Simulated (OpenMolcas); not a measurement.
# Single-point calculation, with input and output: AlH$_{4}$

System: AlH$_{4}$, multiplicity 2.
Method: SVWN5/STO-3G, UKS (OpenMolcas 26.06).

The geometry comes from this level: GFN2-xTB.

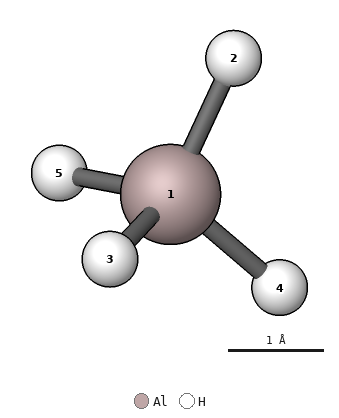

**Figure 1.** The input geometry (ball-and-stick view, seen at a tilt; atoms are numbered from 1 in the order of the input). Sticks mark near contacts.

Summary:

```tsv
quantity	value
outcome	converged
total energy	−240.565914 hartree
basis functions	13
⟨S²⟩	0.756
dipole moment	4.55 debye
hardware	1 thread of Intel Xeon (Sapphire Rapids), 64 GiB of memory available, shared host
wall time	8.4 s
peak memory	0.37 GiB
```

The input:
```
>>> EXPORT MOLCAS_PRINT=2

&GATEWAY
  BasLib=$CurrDir
  Coord
  5
  angstrom
  Al      -0.001450      -0.001080      -0.000010
  H        0.012860      -0.019320       1.627070
  H        1.530040       0.013000      -0.552880
  H       -0.773910       1.334120      -0.520140
  H       -0.767540      -1.326720      -0.554050
  Basis=STO-3G
  Group=NoSym

&SEWARD
  GridInput
  Grid=UltraFine
  End of Grid

&SCF
  UHF
  Spin=2
  KSDFT=SVWN5
  Thresholds=1e-10 1e-07 1e-07 1e-05
  PrOrbitals=1 1
```

Launch command:
```bash
export MOLCAS_MEM=1860
pymolcas mol.input > mol.log
```

Log:
```
--- Start Module: gateway ---

                                              &GATEWAY

                       available to each process: 1.9 GB of memory, 1 thread

 Basis Set     1 Label: AL.STO-3G
 Basis set is read from library:.
 basistype.tbl is not found

 Basis Set     2 Label: H.STO-3G
 Basis set is read from library:.
 basistype.tbl is not found

++    Symmetry information:
      ---------------------

                    Character Table for C1

                             E
                    a        1  x, y, xy, Rz, z, xz, Ry, yz, Rx, I
--

++    Basis set information:
      ----------------------

      Basis set label: AL.STO-3G.........

      Electronic valence basis set:
      ------------------
      Associated Effective Charge  13.000000 au
      Associated Actual Charge     13.000000 au
      Nuclear Model: Point charge

      Shell  nPrim  nBasis  Cartesian Spherical Contaminant
         s       9       3        X
         p       6       2        X

      Basis set label: H.STO-3G.........

      Electronic valence basis set:
      ------------------
      Associated Effective Charge   1.000000 au
      Associated Actual Charge      1.000000 au
      Nuclear Model: Point charge

      Shell  nPrim  nBasis  Cartesian Spherical Contaminant
         s       3       1        X
--

++    Molecular structure info:
      -------------------------

                    ************************************************
                    **** Cartesian Coordinates / bohr, angstrom ****
                    ************************************************

     Center  Label                x              y              z                     x              y              z
        1      AL1             -0.002740      -0.002041      -0.000019             -0.001450      -0.001080      -0.000010
        2      H2               0.024302      -0.036510       3.074717              0.012860      -0.019320       1.627070
        3      H3               2.891357       0.024566      -1.044792              1.530040       0.013000      -0.552880
        4      H4              -1.462478       2.521121      -0.982922             -0.773910       1.334120      -0.520140
        5      H5              -1.450440      -2.507137      -1.047003             -0.767540      -1.326720      -0.554050

                    ***************************************
                    *    InterNuclear Distances / bohr    *
                    ***************************************

               1 AL1           2 H2            3 H3            4 H4            5 H5
    1 AL1      0.000000
    2 H2       3.075048        0.000000
    3 H3       3.077020        5.019371        0.000000
    4 H4       3.076245        5.021596        5.019212        0.000000
    5 H5       3.076934        5.026673        5.026005        5.028682        0.000000

                    *******************************************
                    *    InterNuclear Distances / angstrom    *
                    *******************************************

               1 AL1           2 H2            3 H3            4 H4            5 H5
    1 AL1      0.000000
    2 H2       1.627245        0.000000
    3 H3       1.628289        2.656137        0.000000
    4 H4       1.627879        2.657314        2.656053        0.000000
    5 H5       1.628243        2.660001        2.659648        2.661064        0.000000
--

            Nuclear Potential Energy             18.09772628 au

--- Stop Module: gateway /rc=_RC_ALL_IS_WELL_ ---

--- Start Module: seward ---

                                              &SEWARD

                       available to each process: 1.9 GB of memory, 1 thread

               SEWARD will generate:
                  Multipole Moment integrals up to order  2
                  Kinetic Energy integrals
                  Nuclear Attraction integrals (point charge)
                  One-Electron Hamiltonian integrals
                  Velocity integrals
                  Orbital angular momentum around ( -0.0023  -0.0017  -0.0000 )
                  Velocity quadrupole around ( -0.0023  -0.0017  -0.0000 )
                  Two-Electron Repulsion integrals

                   Integrals are discarded if absolute value <: 1.00E-14
                   Integral cutoff threshold is set to       <: 1.00E-16

            Nuclear Potential Energy             18.09772628 au

      Basis set specifications :
      Symmetry species         a
      Basis functions           13

--- Stop Module: seward /rc=_RC_ALL_IS_WELL_ ---

--- Start Module: scf ---

                                                &SCF

                       available to each process: 1.9 GB of memory, 1 thread

++    Input section:
      --------------

      Header of the integral files:

      Cartesian coordinates in angstrom:
      -----------------------------------------------------
      No.  Label        X            Y            Z
      -----------------------------------------------------
       1   AL1       -0.00145000  -0.00108000  -0.00001000
       2   H2         0.01286000  -0.01932000   1.62707000
       3   H3         1.53004000   0.01300000  -0.55288000
       4   H4        -0.77391000   1.33412000  -0.52014000
       5   H5        -0.76754000  -1.32672000  -0.55405000
      -----------------------------------------------------
      Nuclear repulsion energy =   18.09772628
--

++    Orbital specifications:
      -----------------------

      Symmetry species               1
                                     a
      Frozen orbitals                0
      Occupied orbitals alpha        9
      Occupied orbitals beta         8
      Secondary orbitals alpha       4
      Secondary orbitals beta        5
      Deleted orbitals               0
      Total number of orbitals      13
      Number of basis functions     13
--

      Molecular charge                           0.000

      Numerical integration parameters
      --------------------------------
      Radial quadrature type:                         MHL
      Size of radial grid:                            99
      Lebedev angular grid:                           41
      Angular grid pruned with the crowding factor:  1.00E+10
                                 and fading factor:  1.00E+01
      Screening threshold for integral computation:   1.00E-11
      Radial quadrature accuracy:                     1.00E-25
      Maximum batch size:                             128
      AO values are stored on disk
      The same grid will be used for all iterations.

      DFT functional specifications
      -----------------------------
      Using Libxc version: 6.2.2
      Please cite the following reference:
      S. Lehtola, C. Steigemann, M. J.T. Oliveira, and M. A.L. Marques.,  SoftwareX 7, 1–5 (2018) doi:10.1016/j.softx.2017.11.002

      * Slater exchange
        - P. A. M. Dirac.,  Math. Proc. Cambridge Philos. Soc. 26, 376 (1930) doi:10.1017/S0305004100016108
        - F. Bloch.,  Z. Phys. 57, 545 (1929) doi:10.1007/BF01340281
      * Vosko, Wilk & Nusair (VWN5)

++    Optimization specifications:
      ----------------------------

      SCF Algorithm: Conventional USCF
      D(i)-D(i-1) density differences are used
      Number of density matrices in core                 5
      Maximum number of NDDO SCF iterations            400
      Maximum number of HF SCF iterations              400
      Threshold for SCF energy change             1.00E-10
      Threshold for density matrix                1.00E-07
      Threshold for Fock matrix                   1.00E-07
      Threshold for linear dependence             1.00E-09
      Threshold at which DIIS is turned on        1.50E-01
      Maximum depth in the DIIS procedure                5
      Maximum depth in the BFGS Hessian update          30
      Threshold at which QNR/C2DIIS is turned on  7.50E-02
      Threshold for Norm(delta) (QNR/C2DIIS)      1.00E-05
      All orbitals punched on: UHFORB
--

      Input vectors read from INPORB
      Orbital file label: *Guess orbitals

++ Convergence information
                               UHF SVWN5      iterations: Energy and convergence statistics

Iter     Tot. SVWN5      One-elec.       Two-elec.     Energy      Max Dij or  Max Fij      DNorm      TNorm      AccCon     Time
         Energy          Energy          Energy        Change      Delta Norm                                                in Sec.
   1  -240.359626261  -390.515429299   132.058076759   0.00E+00    4.81E-01*   1.50E-01*    5.94E+00   5.75E+01   None         0.
   2  -240.385805956  -394.189402362   135.705870128  -2.62E-02*   2.94E-01*   8.98E-02*    2.96E+00   5.83E+01   EDIIS        0.
   3  -240.539380455  -391.830458748   133.193352015  -1.54E-01*   1.52E-01*   4.84E-02*    1.41E+00   5.77E+01   EDIIS        0.
   4  -240.514257890  -391.535237041   132.923252873   2.51E-02*   3.51E-01*   3.25E-02*    1.73E+00   5.77E+01   EDIIS        0.
   5  -240.539646913  -392.206311606   133.568938416  -2.54E-02*   3.88E-01*   8.17E-03*    1.45E+00   5.78E+01   EDIIS        0.
   6  -240.537006045  -392.138104878   133.503372554   2.64E-03*   1.27E-01*   1.07E-02*    1.46E+00   5.78E+01   EDIIS        0.
   7  -240.550348738  -391.922976662   133.274901646  -1.33E-02*   2.25E-01*   2.94E-02*    1.38E+00   5.78E+01   c2DIIS       0.
   8  -240.562205135  -392.087144027   133.427212614  -1.19E-02*   1.80E-01*   1.72E-02*    1.06E+00   5.78E+01   c2DIIS       0.
   9  -240.565224343  -392.010302980   133.347352359  -3.02E-03*   1.84E-01*   6.86E-03*    4.61E-01   5.78E+01   c2DIIS       0.
  10  -240.565831315  -392.024414690   133.360857097  -6.07E-04*   1.72E-01*   6.29E-04*    2.09E-01   5.78E+01   c2DIIS       0.
  11  -240.565822654  -392.029478383   133.365929451   8.66E-06*   7.27E-02*   3.24E-03*    1.90E-01   5.78E+01   c2DIIS       0.
  12  -240.566125635  -392.035572859   133.371720945  -3.03E-04*   3.79E-02*   3.08E-03*    1.29E-01   5.78E+01   QNRc2DIIS    0.
  13  -240.566154068  -392.031115697   133.367235351  -2.84E-05*   2.38E-02*   3.02E-03*    5.13E-02   5.78E+01   QNRc2DIIS    0.
  14  -240.566215430  -392.028782393   133.364840684  -6.14E-05*   1.71E-02*   2.50E-03*    2.81E-02   5.78E+01   QNRc2DIIS    0.
  15  -240.566249404  -392.029612359   133.365636676  -3.40E-05*   1.38E-02*   2.60E-03*    2.41E-02   5.78E+01   QNRc2DIIS    0.
  16  -240.566276527  -392.032406795   133.368403990  -2.71E-05*   2.76E-02*   2.27E-03*    1.92E-02   5.78E+01   QNRc2DIIS    0.
  17  -240.566336361  -392.029440224   133.365377584  -5.98E-05*   1.71E-01*   2.64E-03*    3.10E-02   5.78E+01   QNRc2DIIS    0.
  18  -240.566288390  -392.003711853   133.339697184   4.80E-05*   3.75E-01*   7.57E-03*    1.93E-01   5.78E+01   QNRc2DIIS    0.
  19  -240.565953576  -392.022947275   133.359267420   3.35E-04*   3.49E-02*   1.26E-03*    4.16E-01   5.78E+01   QNRc2DIIS    0.
  20  -240.565932310  -392.034558684   133.370900095   2.13E-05*   1.98E-02*   5.41E-04*    3.90E-02   5.78E+01   QNRc2DIIS    0.
  21  -240.565913610  -392.016128214   133.352488326   1.87E-05*   5.32E-02*   1.57E-03*    2.31E-02   5.78E+01   QNRc2DIIS    0.
  22  -240.565914218  -392.036432933   133.372792437  -6.08E-07*   2.72E-02*   2.39E-04*    5.92E-02   5.78E+01   QNRc2DIIS    0.
  23  -240.565913814  -392.027330373   133.363690281   4.04E-07*   5.90E-03*   6.76E-04*    3.03E-02   5.78E+01   QNRc2DIIS    0.
  24  -240.565913916  -392.029352598   133.365712403  -1.02E-07*   3.49E-02*   4.77E-04*    6.56E-03   5.78E+01   QNRc2DIIS    0.
  25  -240.565914031  -392.042401410   133.378761101  -1.15E-07*   1.86E-02*   7.81E-04*    3.89E-02   5.78E+01   QNRc2DIIS    0.
  26  -240.565914223  -392.035917896   133.372277394  -1.92E-07*   2.25E-03*   1.80E-04*    2.07E-02   5.78E+01   QNRc2DIIS    0.
  27  -240.565914168  -392.034714301   133.371073855   5.54E-08*   5.24E-04*   1.79E-04*    2.54E-03   5.78E+01   QNRc2DIIS    0.
  28  -240.565914198  -392.035554479   133.371914003  -3.03E-08*   1.21E-03*   1.82E-04*    7.65E-04   5.78E+01   QNRc2DIIS    0.
  29  -240.565914219  -392.035343131   133.371702634  -2.11E-08*   3.85E-03*   1.88E-04*    1.33E-03   5.78E+01   QNRc2DIIS    0.
  30  -240.565914415  -392.035490981   133.371850288  -1.96E-07*   2.91E-02*   2.12E-04*    4.41E-03   5.78E+01   QNRc2DIIS    0.
  31  -240.565917926  -392.032982832   133.369338627  -3.51E-06*   3.52E-02*   8.63E-04*    3.28E-02   5.78E+01   QNRc2DIIS    0.
  32  -240.565913763  -392.033057434   133.369417392   4.16E-06*   3.60E-03*   1.56E-04*    3.96E-02   5.78E+01   QNRc2DIIS    0.
  33  -240.565913694  -392.035050602   133.371410630   6.97E-08*   9.04E-04*   2.02E-05*    4.07E-03   5.78E+01   QNRc2DIIS    0.
  34  -240.565913693  -392.034820929   133.371180958   1.15E-09*   1.47E-03*   3.03E-05*    1.03E-03   5.78E+01   QNRc2DIIS    0.
  35  -240.565913697  -392.034379622   133.370739647  -3.88E-09*   5.55E-04*   4.11E-05*    1.65E-03   5.78E+01   QNRc2DIIS    0.
  36  -240.565913696  -392.034664936   133.371024962   5.73E-10*   3.57E-05*   1.33E-05*    6.22E-04   5.78E+01   QNRc2DIIS    0.
  37  -240.565913696  -392.034667321   133.371027346   4.49E-11*   4.04E-04*   1.22E-05*    3.97E-05   5.78E+01   QNRc2DIIS    0.
  38  -240.565913696  -392.034679441   133.371039467   2.32E-10*   5.05E-06    2.89E-07*    4.49E-04   5.78E+01   QNRc2DIIS    0.
  39  -240.565913696  -392.034682496   133.371042522   5.68E-14*   5.75E-07    3.15E-08     5.72E-06   5.78E+01   QNRc2DIIS    0.
  40  -240.565913696  -392.034683081   133.371043107  -1.14E-13    1.48E-07    3.59E-09     6.78E-07   5.78E+01   QNRc2DIIS    0.

       Convergence after  40 Iterations
--

 *****************************************************************************************************************************
 *                                             SCF/KS-DFT Program, Final results                                             *
 *                                                       Final Results                                                       *
 *****************************************************************************************************************************

::    Total KS-DFT energy                            -240.5659136957
      One-electron energy                            -392.0346830814
      Two-electron energy                             133.3710431075
      Nuclear repulsion energy                         18.0977262783
      Kinetic energy (interpolated)                   237.2771370966
      Virial theorem                                    1.0138604867
      Total spin, S(S+1)                                0.7556412845
      Total spin, S                                     0.5028166754
      Max non-diagonal density matrix element           0.0000000286
      Max non-diagonal Fock matrix element              0.0000000032

      All orbitals with orbital energies smaller than  E(LUMO)+0.5 are printed

++    Molecular orbitals:
      -------------------

      Title: UKS-DFT orbitals (alpha)

      Molecular orbitals for symmetry species 1: a

          Orbital            1         2         3         4         5         6         7         8         9        10
          Energy          -54.4682   -3.6887   -2.2702   -2.2603   -2.2570   -0.3532   -0.2560   -0.1667   -0.1228    0.2453
          Occ. No.          1.0000    1.0000    1.0000    1.0000    1.0000    1.0000    1.0000    1.0000    1.0000    0.0000

          Orbital           11        12        13
          Energy            0.3211    0.3728    0.3754
          Occ. No.          0.0000    0.0000    0.0000

--

      All orbitals with orbital energies smaller than  E(LUMO)+0.5 are printed

++    Molecular orbitals:
      -------------------

      Title: UKS-DFT orbitals (beta)

      Molecular orbitals for symmetry species 1: a

          Orbital            1         2         3         4         5         6         7         8         9        10
          Energy          -54.4673   -3.6872   -2.2664   -2.2597   -2.2559   -0.3160   -0.1893   -0.1482   -0.1227    0.2814
          Occ. No.          1.0000    1.0000    1.0000    1.0000    1.0000    1.0000    1.0000    1.0000    0.0000    0.0000

          Orbital           11
          Energy            0.3573
          Occ. No.          0.0000

--

++    Molecular charges:
      ------------------

      Mulliken charges per centre and basis function type
      ---------------------------------------------------

                            AL1                     H2                      H3                      H4                      H5
                     alpha        beta       alpha        beta       alpha        beta       alpha        beta       alpha        beta
      1s           2.5328      2.5540      0.7378      0.6716      0.7372      0.6716      0.6048      0.2755      0.6046      0.2823
      2px          1.2342      1.2765      0.0000      0.0000      0.0000      0.0000      0.0000      0.0000      0.0000      0.0000
      2pz          1.2203      1.2666      0.0000      0.0000      0.0000      0.0000      0.0000      0.0000      0.0000      0.0000
      2py          1.3283      1.0019      0.0000      0.0000      0.0000      0.0000      0.0000      0.0000      0.0000      0.0000
      Total        6.3156      6.0990      0.7378      0.6716      0.7372      0.6716      0.6048      0.2755      0.6046      0.2823
      Total             12.4146                  1.4093                  1.4089                  0.8803                  0.8869

      Charge            0.5854                 -0.4093                 -0.4089                  0.1197                  0.1131

      Total electronic charge=   17.000000

      Total            charge=   -0.000000
--

++    Molecular orbitals:
      -------------------

      Title: Natural orbitals

      Molecular orbitals for symmetry species 1: a

          Orbital            1         2         3         4         5         6         7         8         9        10
          Energy          -54.4678   -3.6875   -2.2593   -2.2547   -2.2683   -0.1291   -0.2628   -0.2252   -0.2220    0.2662
          Occ. No.          2.0000    2.0000    2.0000    2.0000    2.0000    2.0000    2.0000    1.9972    1.0000    0.0028

          Orbital           11        12        13
          Energy            0.3718    0.3768    0.3386
          Occ. No.          0.0000    0.0000    0.0000

--

++    Molecular properties:
      ---------------------

      Charge (e):
                      =   -0.0000
      Dipole Moment (debye):
      Origin of the operator (angstrom)=   -0.0012   -0.0009   -0.0000
                   X= -3.7375E+00               Y=  5.8049E-02               Z= -2.6002E+00           Total=  4.5534E+00
      Quadrupole Moment (debye*angstrom):
      Origin of the operator (angstrom)=   -0.0012   -0.0009   -0.0000
                  XX= -1.5571E+01              XY= -8.7061E-02              XZ=  1.9426E+00              YY= -8.8350E+00
                  YZ=  8.0019E-02              ZZ= -1.7010E+01
      In traceless form (debye*angstrom)
                  XX= -2.6489E+00              XY= -1.3059E-01              XZ=  2.9139E+00              YY=  7.4557E+00
                  YZ=  1.2003E-01              ZZ= -4.8067E+00
--

--- Stop Module: scf /rc=_RC_ALL_IS_WELL_ ---
--- Module scf spent 7 seconds ---

.##################.
.# Happy landing! #.
.##################.

    Timing: Wall=7.94 User=6.66 System=1.23
```

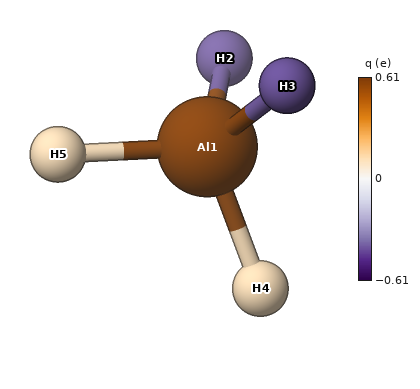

**Figure 2.** Mulliken charges, as the colour of each atom (ball-and-stick view, seen at a tilt; atoms are numbered from 1 in the order of the input). By element: Al +0.59 and H −0.41 to +0.12 e.
